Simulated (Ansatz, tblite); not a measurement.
# The cluster Si3O4−: isomers from a random search

Which shape does the cluster Si3O4− prefer? Candidates from a tight-binding search are relaxed and compared.

Program: Ansatz 0.2.0, Gaussian basis. Level of theory: relaxed with r2SCAN-D4/def2-SVPD, doublet. These are calculated values, not measurements.

3 further runs of the same task are left out: 3 set aside as unsound or not needed. Runs told in other sessions of the task aren't counted.

## (1) Starting geometry

7 atoms, charge -1, spin multiplicity 2.

Atoms are counted from 1 here; the program's logs count them from 0.

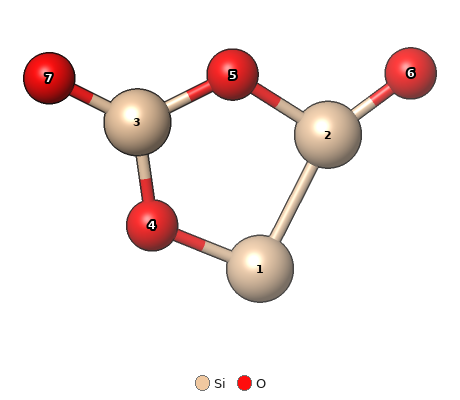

As it starts; silicon light orange, oxygen red; atoms are numbered from 1 in the order of the file.

Coordinates:

```
Si   -0.7651   -0.8277   -1.7154
Si   -1.2784   -0.7836    0.4712
Si    1.1245    0.7482   -0.0876
O     0.6853    0.1936   -1.5103
O     0.0586    0.2132    0.9662
O    -2.1558   -1.1638    1.6720
O     2.3310    1.6201    0.2040
```

The ion is computed in the gas phase, without counter-ions or solvent.

A search from random starts with GFN2-xTB found 12 distinct shapes; 2 go on here. The structure above is candidate A, which lies 0.00 eV above the lowest at that level; B lies 0.10 eV above the lowest at that level.

## (2) Relaxing candidate A

Input file in.yaml:

```yaml
crystal:
  periodic: [false, false, false]
  atoms:
    - {symbol: Si, position_ang: [-0.765110, -0.827710, -1.715440]}
    - {symbol: Si, position_ang: [-1.278410, -0.783560, 0.471220]}
    - {symbol: Si, position_ang: [1.124480, 0.748180, -0.087610]}
    - {symbol: O, position_ang: [0.685310, 0.193590, -1.510280]}
    - {symbol: O, position_ang: [0.058560, 0.213220, 0.966170]}
    - {symbol: O, position_ang: [-2.155790, -1.163810, 1.671960]}
    - {symbol: O, position_ang: [2.330960, 1.620080, 0.203980]}
basis:
  gaussian: {orbitals: def2-SVPD}
total_charge: -1
magnetization: {spin_polarized: true, initial_magnetization: 1}
hamiltonian: {xc: r2scan, dispersion: d4}
scf: {lower_state_search: "off"}
output: {orbitals: {seedname: orbitals}}
relax: {f_tol: 0.02, max_steps: 100}
```

The run is started by

```console
ansatz run in.yaml --threads 4 --pin off --events-out ev --progress --plain --max-ram 4787MiB
```

The log of the run, shortened:

```text
Functional definition: r2SCAN
  name "r2SCAN"
  cite "Furness, Kaplan, Ning, Perdew & Sun, J. Phys. Chem. Lett. 11, 8208 (2020) doi:10.1021/acs.jpclett.0c02405"
  cite "Furness, Kaplan, Ning, Perdew & Sun, J. Phys. Chem. Lett. 11, 9248 (2020) doi:10.1021/acs.jpclett.0c03077"
  parent r2scan
[...]
1424 factors; their error is unknown
[...]
mean field -31807.76382645 eV, -1168.9137605454 hartree, gradient 5.3e-6 eV, S^2 0.759955; 0 other end points of the search recorded, 0 dependent functions left out
[...]
reference -31807.76384764 eV, -1168.9137613242 hartree; 38, 37 occupied and 126, 127 virtual orbitals, 1424 factors
relax step   1: F+E_penalty+E_count = -31807.84354806 eV  Δ(F+E_penalty+E_count) = +0.000e0 eV  max|allowed force component| = 1.936e0 eV/Å  Δτ_max = 0.0000 Å  (24 SCF iters, accepted)
[...]
relax step   6: F+E_penalty+E_count = -31808.13751297 eV  Δ(F+E_penalty+E_count) = -6.277e-4 eV  max|allowed force component| = 4.610e-2 eV/Å  Δτ_max = 0.0086 Å  (26 SCF iters, accepted)
[...]
relax step   7: F+E_penalty+E_count = -31808.13765992 eV  Δ(F+E_penalty+E_count) = -1.470e-4 eV  max|allowed force component| = 6.696e-3 eV/Å  Δτ_max = 0.0029 Å  (28 SCF iters, accepted)
Total energy: -31808.13768108 eV, -1168.9274994495 hartree
Atom 0 at    -0.791884    -0.860098    -1.793354 Å, force     0.000804     0.000127    -0.002272 eV/Å
Atom 1 at    -1.245875    -0.750290     0.533349 Å, force    -0.001375     0.000010     0.006696 eV/Å
Atom 2 at     1.149053     0.764910    -0.086546 Å, force     0.003545     0.001524    -0.003685 eV/Å
Atom 3 at     0.660042     0.174397    -1.523711 Å, force     0.000614     0.001372     0.004336 eV/Å
Atom 4 at     0.085730     0.247763     1.054453 Å, force    -0.002396    -0.001652    -0.000680 eV/Å
Atom 5 at    -2.240238    -1.227596     1.636565 Å, force     0.001188     0.000418    -0.003032 eV/Å
Atom 6 at     2.383172     1.650905     0.179245 Å, force    -0.002379    -0.001799    -0.001362 eV/Å
Dipole moment:     0.186536     0.070118    -0.315254 e Å
Checks for a lower state left out: stability, starts, cluster_reference, orbital_swaps, neighbouring_geometries, increment
```

Run time: 32 s. Hardware: 4 threads of Arm Neoverse V2, shared host.

Along the way:

```
step  energy from step 1 (eV)  largest force component (eV/Å)
   1                   0.0000                          1.9358
   2                  -0.2478                          0.7465
   3                  -0.2922                          0.1383
   4                  -0.2932                          0.0967
   5                  -0.2933                          0.0850
   6                  -0.2940                          0.0461
   7                  -0.2941                          0.0067
```

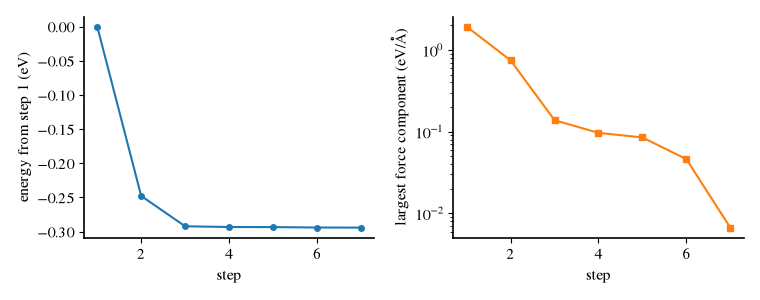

Energy and force, step by step.

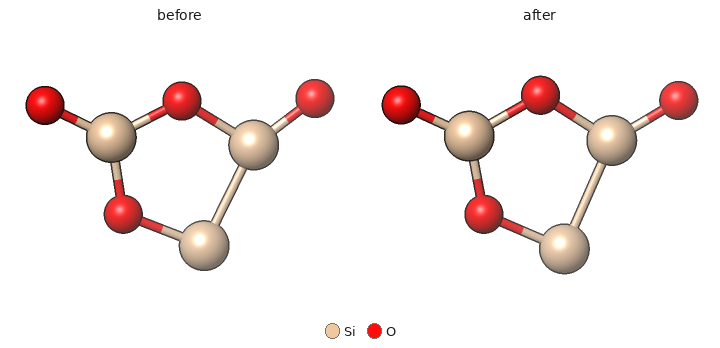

The geometry before (left) and after (right).

Distances of close pairs at the start and the end, largest changes first:

```
   bond  before (Å)  after (Å)  change (Å)
Si1–Si2       2.247      2.373      +0.127
 Si3–O5       1.591      1.643      +0.052
 Si3–O4       1.589      1.629      +0.040
 Si3–O7       1.517      1.542      +0.025
 Si2–O6       1.535      1.560      +0.025
 Si1–O4       1.786      1.803      +0.017
 Si2–O5       1.740      1.744      +0.004
```

## (3) Relaxing candidate B

Input file in.yaml:

```yaml
crystal:
  periodic: [false, false, false]
  atoms:
    - {symbol: Si, position_ang: [1.295580, 0.072800, 0.127130]}
    - {symbol: Si, position_ang: [-0.684780, -0.687260, 0.876210]}
    - {symbol: Si, position_ang: [-0.955400, 0.959450, -1.546100]}
    - {symbol: O, position_ang: [2.519950, 0.743750, 0.755160]}
    - {symbol: O, position_ang: [0.643010, 0.882290, -1.206760]}
    - {symbol: O, position_ang: [-1.222420, -2.049900, 1.322350]}
    - {symbol: O, position_ang: [-1.595930, 0.078880, -0.327990]}
basis:
  gaussian: {orbitals: def2-SVPD}
total_charge: -1
magnetization: {spin_polarized: true, initial_magnetization: 1}
hamiltonian: {xc: r2scan, dispersion: d4}
scf: {lower_state_search: "off"}
output: {orbitals: {seedname: orbitals}}
relax: {f_tol: 0.02, max_steps: 100}
```

The command is unchanged.

The log of the run, shortened:

```text
Functional definition: r2SCAN
  name "r2SCAN"
  cite "Furness, Kaplan, Ning, Perdew & Sun, J. Phys. Chem. Lett. 11, 8208 (2020) doi:10.1021/acs.jpclett.0c02405"
  cite "Furness, Kaplan, Ning, Perdew & Sun, J. Phys. Chem. Lett. 11, 9248 (2020) doi:10.1021/acs.jpclett.0c03077"
  parent r2scan
[...]
1424 factors; their error is unknown
[...]
mean field -31807.59490110 eV, -1168.9075526531 hartree, gradient 1.0e-5 eV, S^2 0.763993; 0 other end points of the search recorded, 0 dependent functions left out
[...]
reference -31807.59492126 eV, -1168.9075533943 hartree; 38, 37 occupied and 126, 127 virtual orbitals, 1424 factors
relax step   1: F+E_penalty+E_count = -31807.67583408 eV  Δ(F+E_penalty+E_count) = +0.000e0 eV  max|allowed force component| = 1.572e0 eV/Å  Δτ_max = 0.0000 Å  (21 SCF iters, accepted)
[...]
Total energy: -31808.01139683 eV, -1168.9228585889 hartree
Atom 0 at     1.321536     0.139101     0.099930 Å, force     0.001266     0.001899     0.012989 eV/Å
Atom 1 at    -0.741618    -0.724482     0.837035 Å, force     0.007375    -0.012195     0.002940 eV/Å
Atom 2 at    -0.999151     1.008530    -1.614744 Å, force     0.003923    -0.003915     0.006562 eV/Å
Atom 3 at     2.653386     0.592670     0.779188 Å, force     0.001152    -0.004982    -0.000679 eV/Å
Atom 4 at     0.618821     1.106708    -1.141811 Å, force    -0.014211     0.003952    -0.010831 eV/Å
Atom 5 at    -1.221817    -2.037519     1.534427 Å, force     0.001144     0.004001     0.003248 eV/Å
Atom 6 at    -1.631147    -0.084998    -0.494026 Å, force    -0.000649     0.011240    -0.014229 eV/Å
Dipole moment:    -0.441386     0.445395    -0.713317 e Å
Checks for a lower state left out: stability, starts, cluster_reference, orbital_swaps, neighbouring_geometries, increment
```

It took 33 s on 4 threads of Arm Neoverse V2, shared host.

Relaxation path:

```
step  energy from step 1 (eV)  largest force component (eV/Å)
   1                   0.0000                          1.5722
   2                  -0.2543                          0.8496
   3                  -0.3061                          0.6561
   4                  -0.3244                          0.2741
   5                  -0.3334                          0.1215
   6                  -0.3352                          0.0269
   7                  -0.3355                          0.0142
```

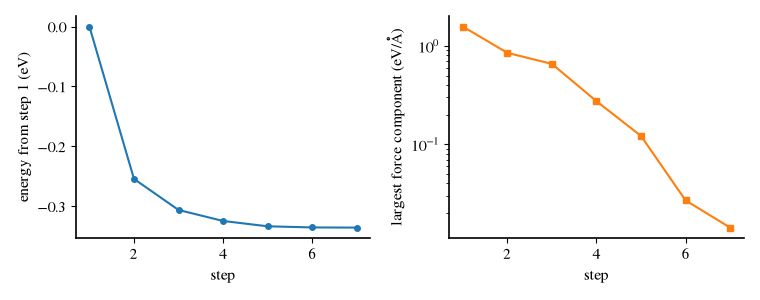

Energy and force, step by step.

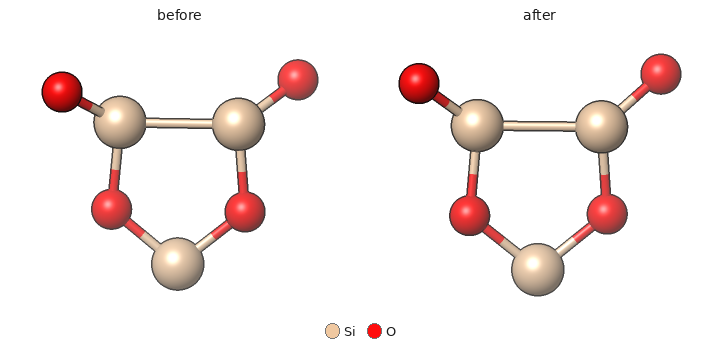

Before and after, at one scale.

Distances of close pairs at the start and the end, largest changes first:

```csv
bond,before (Å),after (Å),change (Å)
Si1–Si2,2.250,2.355,+0.105
Si3–O7,1.634,1.689,+0.055
Si3–O5,1.636,1.689,+0.053
Si1–O5,1.691,1.724,+0.033
Si1–O4,1.531,1.562,+0.031
Si2–O6,1.531,1.562,+0.031
Si2–O7,1.693,1.724,+0.031
```

## (4) The relaxed candidates

| candidate | point group | bonds (count, mean Å) | energy above the lowest (eV) |
| --- | --- | --- | --- |
| A | Cs | O–Si 6, 1.65; Si–Si 1, 2.37 | 0.000 |
| B | C2 | O–Si 6, 1.66; Si–Si 1, 2.35 | 0.126 |

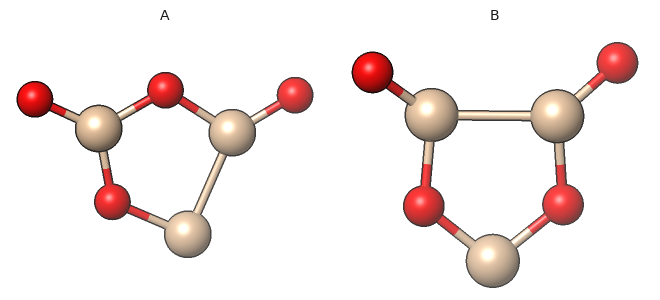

The candidates after relaxation.

## (5) Candidate B, GFN1-xTB

Tight binding, by tblite at 300 K electronic temperature and without a spin-polarisation term:

```python
tblite.interface.Calculator('GFN1-xTB', numbers, positions, charge=-1, uhf=1).singlepoint()
```

Energy -678.0583 eV; 0.006 s.

## (6) Candidate B, GFN2-xTB

Tight binding, by tblite at 300 K electronic temperature and without a spin-polarisation term:

```python
tblite.interface.Calculator('GFN2-xTB', numbers, positions, charge=-1, uhf=1).singlepoint()
```

Energy -595.6821 eV; 0.006 s.

## (7) Candidate B, PBE0-D4/def2-TZVPD

start.molden holds the orbitals of an earlier run on this state, given as this run's starting guess.

Input file in.yaml:

```yaml
crystal:
  periodic: [false, false, false]
  atoms:
    - {symbol: Si, position_ang: [1.321536, 0.139101, 0.099930]}
    - {symbol: Si, position_ang: [-0.741618, -0.724482, 0.837035]}
    - {symbol: Si, position_ang: [-0.999151, 1.008530, -1.614744]}
    - {symbol: O, position_ang: [2.653386, 0.592670, 0.779188]}
    - {symbol: O, position_ang: [0.618821, 1.106708, -1.141811]}
    - {symbol: O, position_ang: [-1.221817, -2.037519, 1.534427]}
    - {symbol: O, position_ang: [-1.631147, -0.084998, -0.494026]}
basis:
  gaussian: {orbitals: def2-TZVPD, initial_orbitals: start.molden}
total_charge: -1
magnetization: {spin_polarized: true, initial_magnetization: 1}
hamiltonian: {xc: pbe0, dispersion: d4}
scf: {omitted_lower_state_checks: [starts]}
output: {orbitals: {seedname: orbitals}}
```

Same command.

The log of the run:

```text
Functional definition: PBE0
  name "PBE0"
  cite "Adamo & Barone, J. Chem. Phys. 110, 6158 (1999) doi:10.1063/1.478522"
  cite "Perdew, Burke & Ernzerhof, Phys. Rev. Lett. 77, 3865 (1996) doi:10.1103/PhysRevLett.77.3865"
  parent pbe
  parameter a = 0.25
  parameter kappa = 0.804
  parameter beta = 0.06672455060314922
  exchange = (1 - a)*pbe_x(kappa = kappa, mu = beta*pi^2/3) + a*exact_x
  correlation = pbe_c(beta = beta)
these checks for a lower state are left out or cut short: starts
1624 factors; their error is unknown
mean field evaluation 1: about -31698.5879 eV, gradient 3.2e2 eV
mean field evaluation 2: about -31756.9236 eV, gradient 6.5e1 eV
mean field evaluation 4: about -31809.9905 eV, gradient 1.4e1 eV
mean field evaluation 8: about -31813.2018 eV, gradient 8.8e-1 eV
mean field -31813.25323411 eV, -1169.1154925560 hartree, gradient 2.5e-5 eV, S^2 0.763706; 0 other end points of the search recorded, 0 dependent functions left out
reference -31813.25327612 eV, -1169.1154940997 hartree; 38, 37 occupied and 251, 252 virtual orbitals, 1624 factors
Total energy: -31813.55324435 eV, -1169.1265177288 hartree
Checks for a lower state left out: starts
```

It took 18 s on 4 threads of Arm Neoverse V2, shared host; peak memory 1.1 GiB.

HOMO -1.33 eV, LUMO 1.32 eV (over both spins); ⟨S²⟩ 0.764 (pure: 0.75).

## (8) Candidate B, PBE-D4/def2-TZVPD

Changes to in.yaml since step 7:

```diff
@@ -14,4 +14,4 @@
 magnetization: {spin_polarized: true, initial_magnetization: 1}
-hamiltonian: {xc: pbe0, dispersion: d4}
+hamiltonian: {xc: pbe, dispersion: d4}
 scf: {omitted_lower_state_checks: [starts]}
-output: {orbitals: {seedname: orbitals}}
+output: {forces: true, orbitals: {seedname: orbitals}}
```

Launched as before.

The log of the run, shortened:

```text
Functional definition: PBE
  name "PBE"
  cite "Perdew, Burke & Ernzerhof, Phys. Rev. Lett. 77, 3865 (1996) doi:10.1103/PhysRevLett.77.3865"
  parent pbe
[...]
1561 factors; their error is unknown
[...]
mean field -31812.02700457 eV, -1169.0704294515 hartree, gradient 2.2e-5 eV, S^2 0.756992; 0 other end points of the search recorded, 0 dependent functions left out
[...]
reference -31812.02705778 eV, -1169.0704314070 hartree; 38, 37 occupied and 251, 252 virtual orbitals, 1561 factors
Total energy: -31812.37901990 eV, -1169.0833657764 hartree
Atom 0 at     1.321536     0.139101     0.099930 Å, force     0.224475     0.212724    -0.111696 eV/Å
Atom 1 at    -0.741618    -0.724482     0.837035 Å, force    -0.298439    -0.139321    -0.005961 eV/Å
Atom 2 at    -0.999151     1.008530    -1.614744 Å, force     0.238812    -0.240995     0.386003 eV/Å
Atom 3 at     2.653386     0.592670     0.779188 Å, force    -0.267327    -0.073526    -0.105455 eV/Å
Atom 4 at     0.618821     1.106708    -1.141811 Å, force    -0.094638    -0.061952     0.007728 eV/Å
Atom 5 at    -1.221817    -2.037519     1.534427 Å, force     0.110390     0.232973    -0.149269 eV/Å
Atom 6 at    -1.631147    -0.084998    -0.494026 Å, force     0.086727     0.070096    -0.021350 eV/Å
Dipole moment:    -0.425417     0.429282    -0.687507 e Å
Checks for a lower state left out: starts
```

Wall time 7 s (4 threads of Arm Neoverse V2, shared host).

HOMO -0.41 eV, LUMO 0.52 eV (over both spins); ⟨S²⟩ 0.757 (pure: 0.75).

## (9) Candidate B, r2SCAN-D4/def2-TZVPD

Changes to in.yaml since step 8:

```diff
@@ -14,4 +14,4 @@
 magnetization: {spin_polarized: true, initial_magnetization: 1}
-hamiltonian: {xc: pbe, dispersion: d4}
+hamiltonian: {xc: r2scan, dispersion: d4}
 scf: {omitted_lower_state_checks: [starts]}
-output: {forces: true, orbitals: {seedname: orbitals}}
+output: {orbitals: {seedname: orbitals}}
```

Launched as before.

The log of the run:

```text
Functional definition: r2SCAN
  name "r2SCAN"
  cite "Furness, Kaplan, Ning, Perdew & Sun, J. Phys. Chem. Lett. 11, 8208 (2020) doi:10.1021/acs.jpclett.0c02405"
  cite "Furness, Kaplan, Ning, Perdew & Sun, J. Phys. Chem. Lett. 11, 9248 (2020) doi:10.1021/acs.jpclett.0c03077"
  parent r2scan
  parameter k0 = 0.174
  parameter k1 = 0.065
  parameter a1 = 4.9479
  exchange = r2scan_x(k0 = k0, k1 = k1, a1 = a1)
  correlation = r2scan_c
these checks for a lower state are left out or cut short: starts
1561 factors; their error is unknown
mean field evaluation 1: about -31826.1281 eV, gradient 6.0e0 eV
mean field evaluation 2: about -31826.1925 eV, gradient 1.2e-1 eV
mean field evaluation 4: about -31826.1785 eV, gradient 3.1e-3 eV
mean field -31826.17845070 eV, -1169.5904855046 hartree, gradient 3.1e-5 eV, S^2 0.765698; 0 other end points of the search recorded, 0 dependent functions left out
reference -31826.17848166 eV, -1169.5904866424 hartree; 38, 37 occupied and 251, 252 virtual orbitals, 1561 factors
Total energy: -31826.25784869 eV, -1169.5934033269 hartree
Checks for a lower state left out: starts
```

It took 15 s on 4 threads of Arm Neoverse V2, shared host; peak memory 0.65 GiB.

HOMO -0.66 eV, LUMO 0.77 eV (over both spins); ⟨S²⟩ 0.766 (pure: 0.75).

## (10) Candidate B, PBE-QIDH/def2-TZVPD

Changes to in.yaml since step 9:

```diff
@@ -14,4 +14,3 @@
 magnetization: {spin_polarized: true, initial_magnetization: 1}
-hamiltonian: {xc: r2scan, dispersion: d4}
+hamiltonian: {xc: {name: PBE-QIDH}}
 scf: {omitted_lower_state_checks: [starts]}
-output: {orbitals: {seedname: orbitals}}
```

Same command.

The log of the run, shortened:

```text
Functional definition: PBE-QIDH
  name "PBE-QIDH"
  cite "Brémond, Sancho-García, Pérez-Jiménez & Adamo, J. Chem. Phys. 141, 031101 (2014) doi:10.1063/1.4890314"
  cite "Perdew, Burke & Ernzerhof, Phys. Rev. Lett. 77, 3865 (1996) doi:10.1103/PhysRevLett.77.3865"
[...]
1757 factors; integrals over basis functions are off by at most 8.9e-4 eV
[...]
mean field -31791.98756288 eV, -1168.3339935526 hartree, gradient 2.5e-6 eV, S^2 0.784464; 0 other end points of the search recorded, 0 dependent functions left out
19 core orbitals not correlated: weight in the atoms' cores, before any rotation towards them, 1.000 or more for the frozen orbitals, at most 0.000 for the correlated occupied ones
reference -31791.98758106 eV, -1168.3339942209 hartree; 19, 18 occupied and 251, 252 virtual orbitals, 1757 factors
second order -39.12778901 eV of doubles, -0.00000000 eV of singles
Total energy: -31805.03017740 eV, -1168.8133007957 hartree
Checks for a lower state left out: starts
```

It took 18 s on 4 threads of Arm Neoverse V2, shared host; peak memory 1.2 GiB.

⟨S²⟩ 0.784 (pure: 0.75).

## (11) Candidate B, HF/def2-TZVPD

Changes to in.yaml since step 10:

```diff
@@ -14,3 +14,4 @@
 magnetization: {spin_polarized: true, initial_magnetization: 1}
-hamiltonian: {xc: {name: PBE-QIDH}}
+hamiltonian: {xc: hf}
 scf: {omitted_lower_state_checks: [starts]}
+output: {orbitals: {seedname: orbitals}}
```

The command is unchanged.

The log of the run:

```text
Functional definition: HF
  name "HF"
  cite "Fock, Z. Phys. 61, 126 (1930) doi:10.1007/BF01340294"
  parent pbe
  exchange = exact_x
  correlation = 0
these checks for a lower state are left out or cut short: starts
1862 factors; their error is unknown
mean field evaluation 1: about -31743.9986 eV, gradient 2.9e1 eV
mean field evaluation 2: about -31745.5842 eV, gradient 1.9e0 eV
mean field evaluation 4: about -31745.6611 eV, gradient 2.9e-4 eV
mean field evaluation 8: about -31745.8692 eV, gradient 2.0e-5 eV
mean field -31745.86922646 eV, -1166.6391759494 hartree, gradient 5.3e-6 eV, S^2 0.809090; 0 other end points of the search recorded, 0 dependent functions left out
reference -31745.86922646 eV, -1166.6391759494 hartree; 38, 37 occupied and 251, 252 virtual orbitals, 1862 factors
Total energy: -31745.86922646 eV, -1166.6391759494 hartree
Checks for a lower state left out: starts
```

Run time: 18 s. Hardware: 4 threads of Arm Neoverse V2, shared host; peak memory 1.8 GiB.

Report: HOMO -3.81 eV, LUMO 4.22 eV (over both spins); ⟨S²⟩ 0.809 (pure: 0.75).

## (12) Candidate B, CCSD(T)/def2-SVPD

Changes to in.yaml since step 11:

```diff
@@ -11,7 +11,7 @@
 basis:
-  gaussian: {orbitals: def2-TZVPD, initial_orbitals: start.molden}
+  gaussian: {orbitals: def2-SVPD, initial_orbitals: start.molden}
 total_charge: -1
 magnetization: {spin_polarized: true, initial_magnetization: 1}
-hamiltonian: {xc: hf}
-scf: {omitted_lower_state_checks: [starts]}
+correlation: {method: ccsd_t}
+scf: {omitted_lower_state_checks: [starts, cluster_reference]}
 output: {orbitals: {seedname: orbitals}}
```

Same command.

The log of the run, shortened:

```text
Functional definition: HF
  name "HF"
  cite "Fock, Z. Phys. 61, 126 (1930) doi:10.1007/BF01340294"
  parent pbe
[...]
1574 factors; integrals over basis functions are off by at most 2.4e-4 eV
[...]
mean field -31727.32423455 eV, -1165.9576600669 hartree, gradient 1.9e-6 eV, S^2 0.804417; 0 other end points of the search recorded, 0 dependent functions left out
19 core orbitals not correlated: weight in the atoms' cores, before any rotation towards them, 1.000 or more for the frozen orbitals, at most 0.000 for the correlated occupied ones
reference -31727.32423455 eV, -1165.9576600669 hartree; 19, 18 occupied and 126, 127 virtual orbitals, 1574 factors
second order -28.39244781 eV of doubles, -0.00000000 eV of singles
cycle   1  -27.36669847 eV  change     1.0e0 eV  update   2.1e-1
[...]
cycle  14  -28.70276610 eV  change    2.0e-5 eV  update   1.6e-5
perturbative correction -1.22020038 eV, -0.0448415369 hartree
Total energy: -31757.24720103 eV, -1167.0573088027 hartree
Checks for a lower state left out: starts, cluster_reference
```

It took 2.5 min on 4 threads of Arm Neoverse V2, shared host; peak memory 3.7 GiB.

Report: Hartree-Fock HOMO -3.81 eV, LUMO 4.53 eV (over both spins); ⟨S²⟩ 0.804 (pure: 0.75); T1 0.027.

## (13) B against A

The energies of A at these levels come from its own runs, whose logs aren't repeated here.

Differences are taken before rounding.

```
              method  B above A (eV)  from CCSD(T)/def2-SVPD (eV)     time
            GFN1-xTB          -1.109                       -1.271  0.012 s
            GFN2-xTB           0.118                       -0.044  0.012 s
        HF/def2-SVPD           0.349                       +0.186         
       HF/def2-TZVPD           0.310                       +0.148     28 s
   PBE-D4/def2-TZVPD           0.021                       -0.141     14 s
r2SCAN-D4/def2-TZVPD           0.109                       -0.054     30 s
  PBE0-D4/def2-TZVPD           0.143                       -0.019     32 s
 PBE-QIDH/def2-TZVPD           0.223                       +0.061     69 s
       MP2/def2-SVPD           0.239                       +0.077         
      CCSD/def2-SVPD           0.211                       +0.049         
   CCSD(T)/def2-SVPD           0.162                            0  4.9 min
```

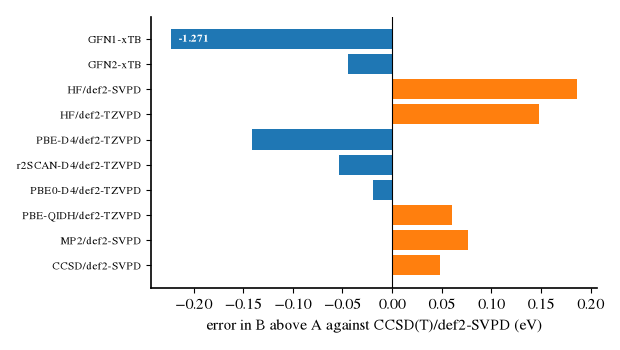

Deviations from CCSD(T)/def2-SVPD, method by method. Bars with a number in them are cut short.

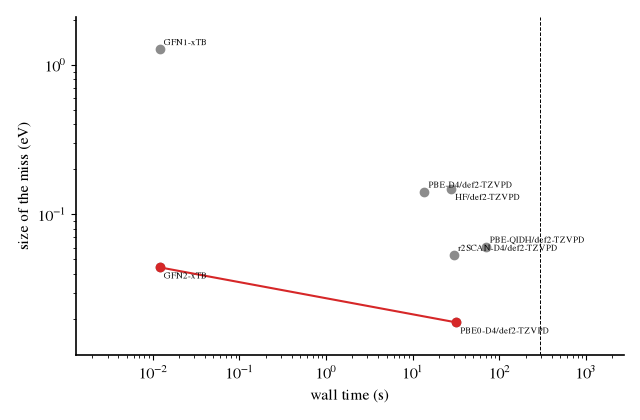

Miss against cost. Red marks the levels that no quicker level drawn beats (of those quicker than the yardstick), and the dashed line is the time of CCSD(T)/def2-SVPD. Times are from a shared host.

Times add the two runs; a level without a time comes out of a correlated run.

## (14) Outcome

| quantity | value |
| --- | --- |
| B above A, CCSD(T)/def2-SVPD | +0.162 eV |
| levels that put B lower | GFN1-xTB |

**Reading.** The levels disagree on B and A: 1 of 11 put B lower. The yardstick is in a double-zeta basis, so levels in larger sets aren't compared like for like. The reference is CCSD(T) in one finite basis, so it carries an error of its own, often a tenth of an eV or more, and near misses can't be ranked. The search was small, so a lower isomer may exist. Only doublets are compared; another spin may lie lower and prefer another shape.
